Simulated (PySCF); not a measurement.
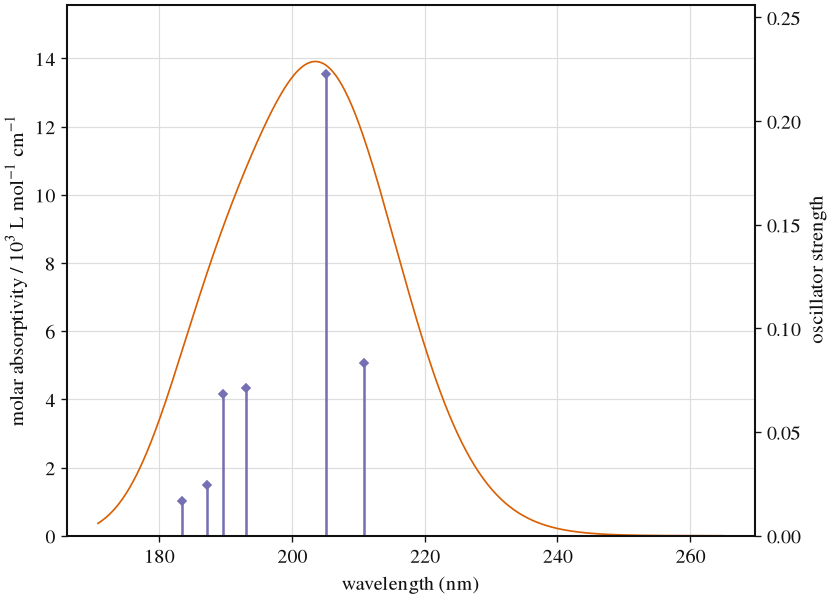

Computed absorption of C₄H₉GeP, SMILES C#CC[P](C)[GeH3], singlet. Vertical TDDFT excitations, ωB97X-D/def2-SVPD (IEF-PCM chloroform), PySCF, at a PBE0-D3(BJ)/def2-SVP geometry (no frequency check). Only the first 6 singlet excitations are included; each is broadened by a Gaussian of 1/e half-width 0.40 eV. Sticks give oscillator strengths (right axis).

Does any vertical transition fall in the visible?

Answer. No singlet lies below 3.1 eV (beyond 400 nm), so at this level no vertical transition falls in the visible.

List the transitions behind the spectrum.

Answer.
```csv
state,E (eV),λ (nm),f,main character
S1,5.88,211,0.083,HOMO → LUMO+1 (64 %)
S2,6.05,205,0.223,HOMO → LUMO (60 %)
S3,6.42,193,0.071,HOMO → LUMO+3 (25 %)
S4,6.54,190,0.068,HOMO → LUMO+3 (26 %)
S5,6.62,187,0.025,HOMO−2 → LUMO+3 (17 %)
S6,6.76,183,0.017,HOMO → LUMO+2 (16 %)
```

Caveats: one conformer of a flexible molecule; core orbitals are frozen in the response.
